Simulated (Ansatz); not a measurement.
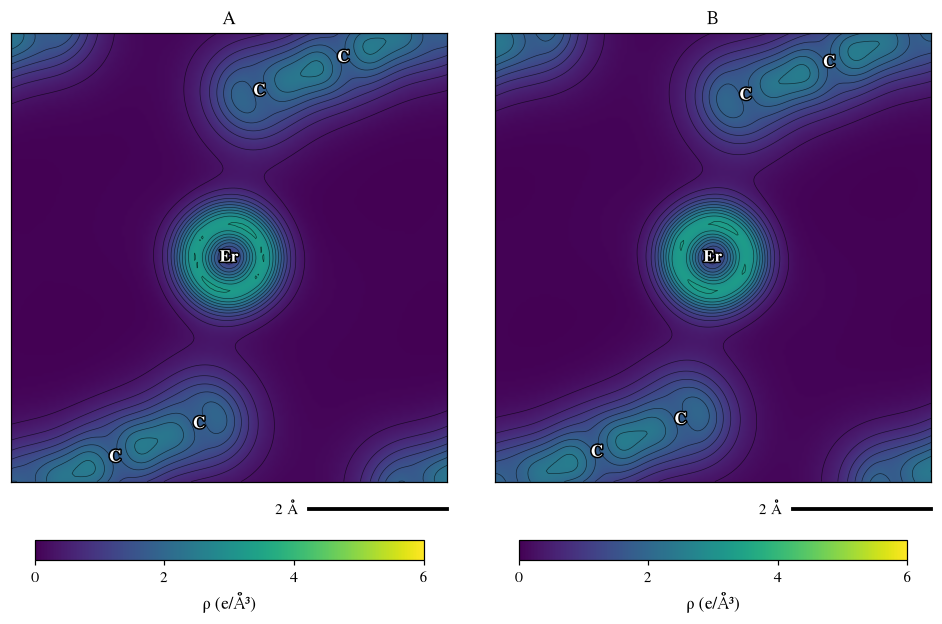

ErC₃. The valence charge density (pseudo) of two cells that differ in size and shape, on the (11̄0) plane of each (indices in the axes of the calculation cell), at one length scale and on one colour scale; one has 13.6 and the other 14.5 Å³ an atom.

A generated structure, not necessarily the stable one; computed without spin polarisation; no Hubbard U on the f states and no spin–orbit coupling.

These are results of Ansatz, DFT PBE, scalar-relativistic, plane waves, PAW; 4f electrons in the core of a trivalent norm-conserving potential, not measurements.

In a pseudopotential calculation such maps are meaningful between the atoms, not at the nuclei.

The larger cell:

```cif
data_structure
_symmetry_space_group_name_H-M 'P 1'
_symmetry_Int_Tables_number 1
_cell_length_a 3.5885
_cell_length_b 3.5885
_cell_length_c 5.6012
_cell_angle_alpha 108.735
_cell_angle_beta 108.735
_cell_angle_gamma 59.919
_cell_volume 57.97
loop_
_atom_site_label
_atom_site_type_symbol
_atom_site_fract_x
_atom_site_fract_y
_atom_site_fract_z
_atom_site_occupancy
Er1 Er 0.00000 0.00000 0.50000 1
C1 C 0.50000 0.50000 0.00000 1
C2 C 0.58390 0.58390 0.25108 1
C3 C 0.41610 0.41610 0.74892 1
```

The smaller cell: a = 3.487 Å, b = 3.487 Å, c = 5.553 Å, α = 108.38°, β = 108.38°, γ = 59.85°.

> Which is the denser cell? Describe the effect of the change.

Panel B is the smaller cell, by 6 % in volume. From the larger cell to the smaller, Er–C goes from 2.44 to 2.39 Å, and the density at its midpoint from 0.36 to 0.4 e/Å³; C–C goes from 1.31 to 1.30 Å; the pressure goes from 3.0 to 11 GPa.
